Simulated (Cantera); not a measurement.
Feed: 1 mol CaO, 8.7 mol Cl2, 38 mol N2, held at 65.0 mbar.

Cantera equilibrium calculation (NASA polynomials, part measured and part estimated; ideal gas, pure solids and liquids). Candidate condensed phases: Ca, CaCl2, CaO; 17 gas species. Condensed phases not in the tables: oxide chlorides. Equilibrium is a limit: real reactors are often held back by kinetics, nucleation or transport.

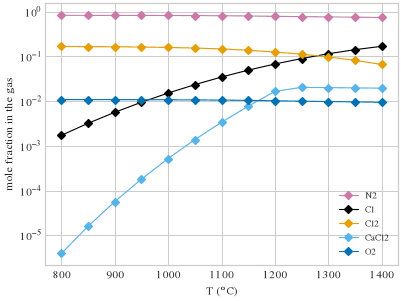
Figure. Equilibrium gas composition (values under 1e-9 drawn at 1e-9)

Problem. Read off the mole fractions at 950 °C.

Solution. N2 about 0.82, Cl2 about 0.16, O2 about 0.011, Cl about 0.0094, CaCl2 about 0.00018.
